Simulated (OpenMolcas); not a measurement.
Single-point calculation, with input and output: C2H8N2 (part 2 of 2)

The same run, continued: C2H8N2; B3PW91/aug-pcseg-1, RKS (OpenMolcas 26.06). A bond length was changed on purpose from its optimised value.

Geometry of the input (Å):
```
C  -0.6497  0.9198  -0.5815
N  0.1581  -0.2612  -0.3432
C  0.8623  -0.1667  0.9220
N  -0.6492  -1.3022  -0.2806
H  -1.1437  0.8210  -1.5478
H  -1.4129  1.0725  0.1928
H  0.0087  1.7854  -0.6129
H  1.5424  0.6804  0.8731
H  1.4442  -1.0754  1.0695
H  0.1836  -0.0395  1.7749
H  -1.1074  -1.3558  -1.1887
H  -0.0439  -2.1194  -0.2150
```

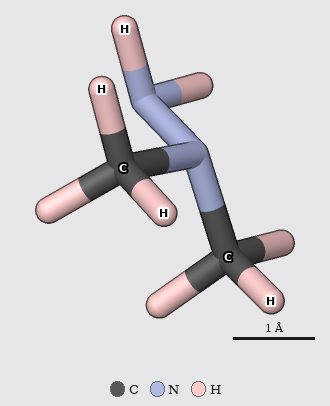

The input geometry (stick view, seen at a tilt).

Log, continued:
```
      Cartesian coordinates in angstrom:
      -----------------------------------------------------
      No.  Label        X            Y            Z
      -----------------------------------------------------
       1   C1        -0.64970300   0.91983200  -0.58148800
       2   N2         0.15806700  -0.26123800  -0.34316800
       3   C3         0.86227700  -0.16674800   0.92197200
       4   N4        -0.64916000  -1.30225000  -0.28062000
       5   H5        -1.14372300   0.82099200  -1.54782800
       6   H6        -1.41293300   1.07248200   0.19284200
       7   H7         0.00871700   1.78535200  -0.61291800
       8   H8         1.54240700   0.68041200   0.87307200
       9   H9         1.44424700  -1.07543800   1.06947200
      10   H10        0.18360700  -0.03954800   1.77487200
      11   H11       -1.10743000  -1.35578000  -1.18867000
      12   H12       -0.04387000  -2.11944000  -0.21495000
      -----------------------------------------------------
      Nuclear repulsion energy =  142.57685717
--

++    Orbital specifications:
      -----------------------

      Symmetry species               1
                                     a
      Frozen orbitals                0
      Occupied orbitals             17
      Secondary orbitals           147
      Deleted orbitals               0
      Total number of orbitals     164
      Number of basis functions    164
--

      Molecular charge                           0.000

      Numerical integration parameters
      --------------------------------
      Radial quadrature type:                         MHL
      Size of radial grid:                            75
      Lebedev angular grid:                           29
      Angular grid pruned with the crowding factor:  3.00E+00
                                 and fading factor:  6.00E+00
      Screening threshold for integral computation:   1.00E-11
      Radial quadrature accuracy:                     1.00E-25
      Maximum batch size:                             128
      AO values are stored on disk
      The same grid will be used for all iterations.

      DFT functional specifications
      -----------------------------
      Using Libxc version: 6.2.2
      Please cite the following reference:
      S. Lehtola, C. Steigemann, M. J.T. Oliveira, and M. A.L. Marques.,  SoftwareX 7, 1–5 (2018) doi:10.1016/j.softx.2017.11.002

      * The original (ACM, B3PW91) hybrid of Becke

++    Optimization specifications:
      ----------------------------

      SCF Algorithm: LK-RI/DF
      LK screening threshold:                     4.50E-02
      Local-Exchange (LK) algorithm.
       - the density matrix is decomposed
      The actual AO density is used
      Number of density matrices in core                 5
      Maximum number of NDDO SCF iterations            400
      Maximum number of HF SCF iterations              400
      Threshold for SCF energy change             1.00E-09
      Threshold for density matrix                1.00E-06
      Threshold for Fock matrix                   1.00E-06
      Threshold for linear dependence             1.00E-09
      Threshold at which DIIS is turned on        1.50E-01
      Maximum depth in the DIIS procedure                5
      Maximum depth in the BFGS Hessian update          30
      Threshold at which QNR/C2DIIS is turned on  7.50E-02
      Threshold for Norm(delta) (QNR/C2DIIS)      1.00E-05
      All orbitals punched on: SCFORB
--

      Input vectors read from INPORB
      Orbital file label: *Guess orbitals

++ Convergence information
                                   [...]      iterations: Energy and convergence statistics

Iter     Tot. [...]      One-elec.       Two-elec.     Energy      Max Dij or  Max Fij      DNorm      TNorm      AccCon     Time
         Energy          Energy          Energy        Change      Delta Norm                                                in Sec.
   1  -189.852511259  -557.758707270   225.329338838   0.00E+00    2.53E-01*   1.25E-01*    6.45E+00   2.11E+02   None         3.
   2  -190.155480187  -562.436560119   229.704222759  -3.03E-01*   1.53E-01*   5.21E-02*    9.67E+00   2.13E+02   EDIIS        2.
   3  -190.181928123  -560.116337082   227.357551786  -2.64E-02*   2.87E-02*   3.52E-02*    7.95E+00   2.12E+02   EDIIS        2.
   4  -190.372058627  -560.096648380   227.147732580  -1.90E-01*   2.14E-02*   6.34E-03*    8.25E+00   2.12E+02   c2DIIS       2.
   5  -190.371736110  -561.809783707   228.861190425   3.23E-04*   9.09E-02*   8.18E-03*    8.37E+00   2.12E+02   QNRc2DIIS    2.
   6  -190.366049533  -559.295285457   226.352378751   5.69E-03*   5.68E-02*   1.37E-02*    8.25E+00   2.11E+02   QNRc2DIIS    2.
   7  -190.375614357  -560.816582385   227.864110856  -9.56E-03*   3.74E-03*   8.41E-04*    8.30E+00   2.12E+02   QNRc2DIIS    2.
   8  -190.375655929  -560.834613899   227.882100797  -4.16E-05*   7.84E-04*   1.21E-04*    8.31E+00   2.12E+02   QNRc2DIIS    2.
   9  -190.375657495  -560.826888085   227.874373418  -1.57E-06*   1.02E-04*   5.29E-05*    8.31E+00   2.12E+02   QNRc2DIIS    2.
  10  -190.375657560  -560.826324509   227.873809776  -6.51E-08*   5.36E-04*   4.46E-05*    8.31E+00   2.12E+02   QNRc2DIIS    2.
  11  -190.375657715  -560.823485263   227.870970375  -1.55E-07*   4.75E-05*   1.21E-05*    8.31E+00   2.12E+02   QNRc2DIIS    2.
  12  -190.375657722  -560.823723907   227.871209013  -6.83E-09*   6.86E-06    8.93E-07     8.31E+00   2.12E+02   QNRc2DIIS    2.
  13  -190.375657722  -560.823746916   227.871232021  -4.64E-11    2.08E-06    3.64E-07     8.31E+00   2.12E+02   QNRc2DIIS    2.

       Convergence after  13 Iterations
--

 *****************************************************************************************************************************
 *                                             SCF/KS-DFT Program, Final results                                             *
 *                                                       Final Results                                                       *
 *****************************************************************************************************************************

::    Total KS-DFT energy                            -190.3756577220
      One-electron energy                            -560.8237469160
      Two-electron energy                             227.8712320214
      Nuclear repulsion energy                        142.5768571725
      Kinetic energy (interpolated)                   189.6723997348
      Virial theorem                                    1.0037077508
      Total spin, S(S+1)                                0.0000000000
      Total spin, S                                     0.0000000000
      Max non-diagonal density matrix element           0.0000008802
      Max non-diagonal Fock matrix element              0.0000000921

      All orbitals with orbital energies smaller than  E(LUMO)+0.5 are printed

++    Molecular orbitals:
      -------------------

      Title: RKS-DFT orbitals

      Molecular orbitals for symmetry species 1: a

          Orbital            1         2         3         4         5         6         7         8         9        10
          Energy          -14.3197  -14.3119  -10.1774  -10.1765   -1.0309   -0.8035   -0.7224   -0.6178   -0.5255   -0.5015
          Occ. No.          2.0000    2.0000    2.0000    2.0000    2.0000    2.0000    2.0000    2.0000    2.0000    2.0000

          Orbital           11        12        13        14        15        16        17        18        19        20
          Energy           -0.4671   -0.4081   -0.3955   -0.3865   -0.3697   -0.3354   -0.1810   -0.0063    0.0143    0.0146
          Occ. No.          2.0000    2.0000    2.0000    2.0000    2.0000    2.0000    2.0000    0.0000    0.0000    0.0000

          Orbital           21        22        23        24        25        26        27        28        29        30
          Energy            0.0261    0.0357    0.0384    0.0478    0.0557    0.0686    0.0749    0.0763    0.0931    0.0974
          Occ. No.          0.0000    0.0000    0.0000    0.0000    0.0000    0.0000    0.0000    0.0000    0.0000    0.0000

          Orbital           31        32        33        34        35        36        37        38        39        40
          Energy            0.0993    0.1046    0.1096    0.1158    0.1244    0.1247    0.1330    0.1435    0.1486    0.1560
          Occ. No.          0.0000    0.0000    0.0000    0.0000    0.0000    0.0000    0.0000    0.0000    0.0000    0.0000

          Orbital           41        42        43        44        45        46        47        48        49        50
          Energy            0.1657    0.1724    0.1778    0.1921    0.2077    0.2120    0.2141    0.2197    0.2425    0.2491
          Occ. No.          0.0000    0.0000    0.0000    0.0000    0.0000    0.0000    0.0000    0.0000    0.0000    0.0000

          Orbital           51        52        53        54        55        56        57        58        59        60
          Energy            0.2504    0.2525    0.2764    0.2796    0.2807    0.2906    0.2928    0.2954    0.2999    0.3038
          Occ. No.          0.0000    0.0000    0.0000    0.0000    0.0000    0.0000    0.0000    0.0000    0.0000    0.0000

          Orbital           61        62        63        64        65        66        67        68        69        70
          Energy            0.3046    0.3139    0.3236    0.3257    0.3273    0.3333    0.3404    0.3470    0.3575    0.3577
          Occ. No.          0.0000    0.0000    0.0000    0.0000    0.0000    0.0000    0.0000    0.0000    0.0000    0.0000

          Orbital           71        72        73        74        75        76        77        78        79        80
          Energy            0.3681    0.3743    0.3792    0.3902    0.3974    0.4241    0.4295    0.4559    0.4653    0.4753
          Occ. No.          0.0000    0.0000    0.0000    0.0000    0.0000    0.0000    0.0000    0.0000    0.0000    0.0000

          Orbital           81        82
          Energy            0.4820    0.4856
          Occ. No.          0.0000    0.0000

--

++    Molecular charges:
      ------------------

      Mulliken charges per centre and basis function type
      ---------------------------------------------------

                C1      N2      C3      N4      H5      H6      H7      H8      H9      H10     H11     H12
      1s       2.9000  4.3453  2.9048  3.7142  0.8053  0.6846  0.7894  0.7899  0.7919  0.6879  0.7328  0.7507
      2px      0.9678  1.4195  0.9834  1.2526 -0.0244 -0.0135  0.0241 -0.0051 -0.0035  0.0340  0.0040 -0.0142
      2pz      1.0121  1.6142  0.8738  1.4063  0.0096 -0.0007 -0.0219  0.0008 -0.0075 -0.0016  0.0085  0.0161
      2py      0.8747  1.1499  0.9906  0.9918  0.0024  0.0105 -0.0118 -0.0033  0.0077 -0.0324  0.0102  0.0272
      3d2+     0.0123  0.1092  0.0148 -0.0036  0.0000  0.0000  0.0000  0.0000  0.0000  0.0000  0.0000  0.0000
      3d1+     0.0527  0.0778  0.0421  0.0000  0.0000  0.0000  0.0000  0.0000  0.0000  0.0000  0.0000  0.0000
      3d0     -0.0108  0.0546  0.0160  0.0045  0.0000  0.0000  0.0000  0.0000  0.0000  0.0000  0.0000  0.0000
      3d1-     0.0124  0.0684  0.0085  0.0008  0.0000  0.0000  0.0000  0.0000  0.0000  0.0000  0.0000  0.0000
      3d2-     0.0052  0.0927 -0.0130  0.0063  0.0000  0.0000  0.0000  0.0000  0.0000  0.0000  0.0000  0.0000
      Total    5.8265  8.9317  5.8211  7.3729  0.7928  0.6810  0.7798  0.7823  0.7887  0.6879  0.7555  0.7798

      N-E      0.1735 -1.9317  0.1789 -0.3729  0.2072  0.3190  0.2202  0.2177  0.2113  0.3121  0.2445  0.2202

      Total electronic charge=   34.000000

      Total            charge=   -0.000000
--

++    Molecular properties:
      ---------------------

      Charge (e):
                      =   -0.0000
      Dipole Moment (debye):
      Origin of the operator (angstrom)=   -0.0809   -0.2179   -0.0716
                   X=  4.1774E-01               Y=  1.1427E-02               Z= -4.9449E-01           Total=  6.4742E-01
      Quadrupole Moment (debye*angstrom):
      Origin of the operator (angstrom)=   -0.0809   -0.2179   -0.0716
                  XX= -2.8277E+01              XY= -1.0112E+00              XZ=  3.3590E+00              YY= -2.4346E+01
                  YZ=  1.0840E+00              ZZ= -2.7016E+01
      In traceless form (debye*angstrom)
                  XX= -2.5961E+00              XY= -1.5168E+00              XZ=  5.0385E+00              YY=  3.3011E+00
                  YZ=  1.6260E+00              ZZ= -7.0504E-01
--

--- Stop Module: scf /rc=_RC_ALL_IS_WELL_ ---
--- Module scf spent 29 seconds ---

.##################.
.# Happy landing! #.
.##################.

    Timing: Wall=32.73 User=30.96 System=1.75
```

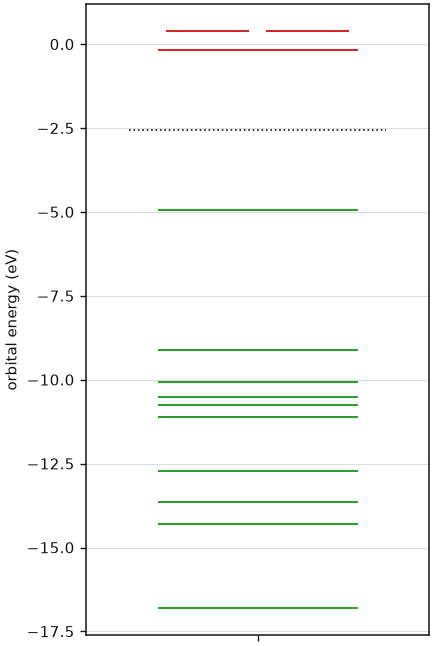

Orbital energies near the frontier; the dotted line parts filled from empty levels, and levels within 0.02 eV of each other stand side by side. Highest filled −4.93 eV, lowest empty −0.17 eV, 4.76 eV apart.

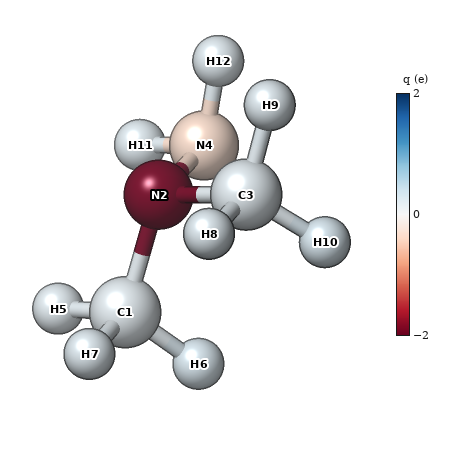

Mulliken charges, as the colour of each atom (ball-and-stick view, seen at a tilt; atoms are numbered from 1 in the order of the input). By element: C +0.17 to +0.18, N −1.93 to −0.37 and H +0.21 to +0.32 e.
